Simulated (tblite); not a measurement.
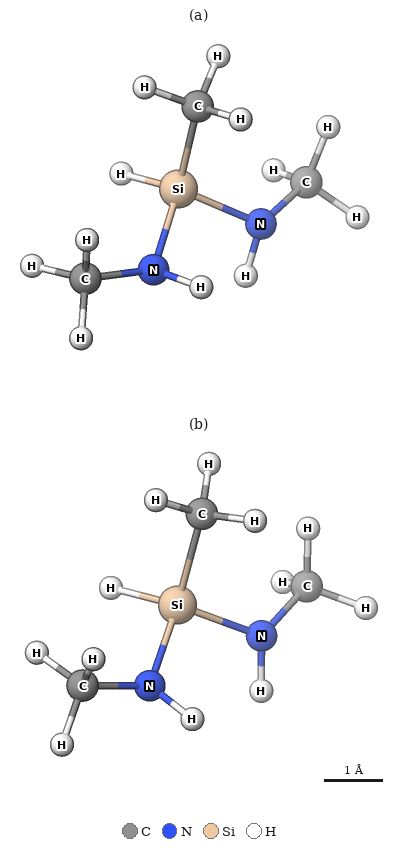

The structure of C₃H₁₂N₂Si before (top) and after (bottom) a relaxation, at one scale.

The picture is a ball-and-stick view, seen from a free direction.

Method: tblite 0.8.0, GFN2-xTB geometry optimisation, gas phase. 

> Summarise the run.

After 95 geometry steps the energy has fallen by 0.350 eV. The largest moves after the best rigid fit, 0.44 Å, are those of H atoms. By element the largest moves are H 0.44 Å, C 0.16 Å, N 0.14 Å, Si 0.13 Å. Some distances before and after: C–Si 1.832 → 1.905 Å, N–Si 1.680 → 1.724 Å, H–N 1.029 → 1.009 Å, N–Si 1.710 → 1.723 Å. Bond angles that change, for instance: Si–N–H 105.2° → 115.9°, Si–N–H 107.2° → 117.1°, N–Si–H 108.5° → 117.0°.
